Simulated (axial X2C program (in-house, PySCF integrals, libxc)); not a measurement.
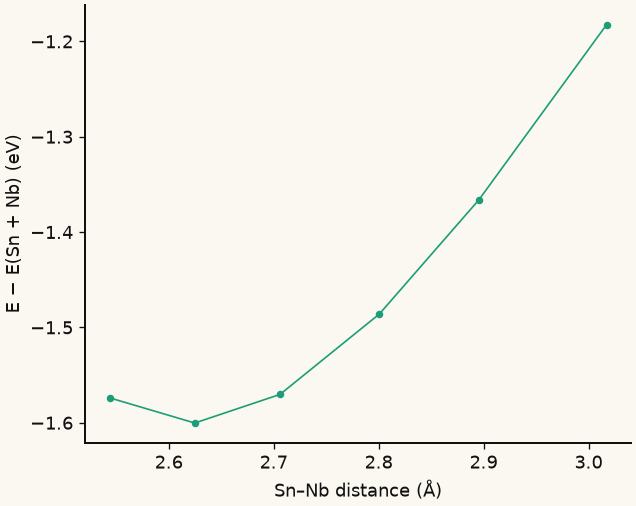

Figure 1. Energy at 6 bond lengths, for one set of occupations held fixed; the line joins the points. The lowest point is at 2.62 Å; the points are too few or too rough near it for spectroscopic constants. The lowest point lies 1.60 eV below Sn + Nb.

## SnNb: relativistic diatomic calculation

- system: SnNb, single determinant with M_S = 5/2 and |Λ| = 1 (not the lowest found).
- method: PBE0, spin-free X2C-1e, Sn dyall-cv3z, Nb dyall-cv3z (cores contracted) (axial X2C program (in-house, PySCF integrals, libxc))

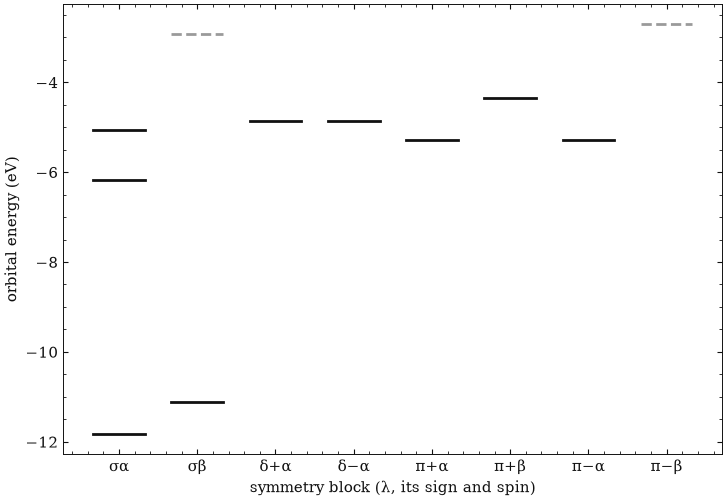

Figure 2. Orbital energies near the frontier at 2.71 Å, filled (solid) and empty (dashed); a label such as π−α means λ = −1 and α spin. The highest filled orbital (π+β; 71 % Sn p, 17 % Nb d) lies at −4.34 eV, the lowest empty one (σβ; 68 % Sn p, 18 % Nb s) at −2.92 eV.

These pictures come from the run below.

### Input
```
{"zs": [50, 41], "q": 0, "bas": ["dyall-cv3z", "dyall-cv3z"], "levels": ["PBE0", "HF", "PBE"], "cc": true, "r0": 2.87, "thr": -1.0, "nmax": 90, "npts": 10, "nst": 2, "ntry": 6}
```

The line is the task of a batch: nuclear charges, charge, bases, the levels to run, a first guess of the distance and further settings. This report covers PBE0 without spin-orbit coupling. The log is that of the reference distance 2.706 Å, started from orbitals converged before.

Launched within a batch (the task file carries these settings):
```bash
python <driver script> task.json out
```

### Log
```
spin-free X2C-1e  PBE0
basis functions 283  fitting functions 1352  grid points 5800
iter        total energy     max residual
   1      -9995.348602265     1.36e-05
   2      -9995.348602266     2.91e-05
   3      -9995.348602294     7.15e-06
   4      -9995.348602303     3.99e-06
   5      -9995.348602306     1.15e-06
   6      -9995.348602307     1.14e-06
converged
one-electron -14565.51450595  Coulomb 4455.32098103  exact exchange -70.43957236  xc functional -215.60733148  nuclear repulsion 400.89182645
```

### The points of the curve

| R (Å) | E (hartree) | dipole (D; origin at the first atom, positive when the second is positive) | highest filled (eV) | lowest empty (eV) |
| --- | --- | --- | --- | --- |
| 2.544 | −9995.348734 | 2.30 | −4.39 | −2.87 |
| 2.625 | −9995.349705 | 2.31 | −4.36 | −2.90 |
| 2.706 | −9995.348602 | 2.29 | −4.34 | −2.92 |
| 2.801 | −9995.345502 | 2.24 | −4.34 | −2.93 |
| 2.895 | −9995.341108 | 2.15 | −4.36 | −2.94 |
| 3.017 | −9995.334350 | 1.98 | −4.39 | −2.94 |

### Summary

- outcome: converged
- largest ⟨S²⟩ along the curve: 9.27
- hardware: 1 thread of Arm Neoverse V1, 24 GiB of memory available, shared host
- wall time: 8.3 s

### Remarks

Limits: 6 of the 10 points asked for were kept.
